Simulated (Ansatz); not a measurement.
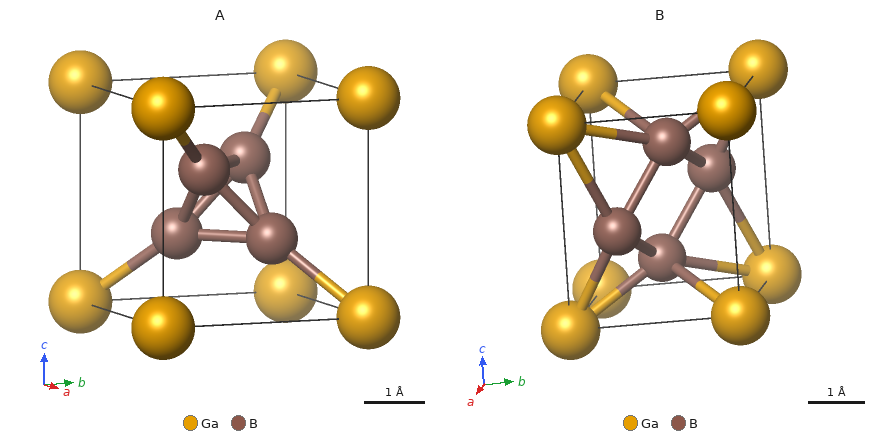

Two structures of GaB$_{4}$, each relaxed to rest (conventional cells in solid outline, small ones repeated, not to one scale). Method: Ansatz, DFT PBE, scalar-relativistic, plane waves, PAW, without spin polarisation.

**Characterise the two forms.**

A: 5 atoms a cell on a primitive cubic lattice, P-43m. B: 5 atoms a cell on a primitive triclinic lattice, P-1.

**Which structure is more stable?**

B is lower, by 707 meV/atom at this level of theory (energies at zero smearing). Volumes: A 10.4, B 8.3 Å³/atom.

One or both may be structure types tried for this composition rather than known phases.
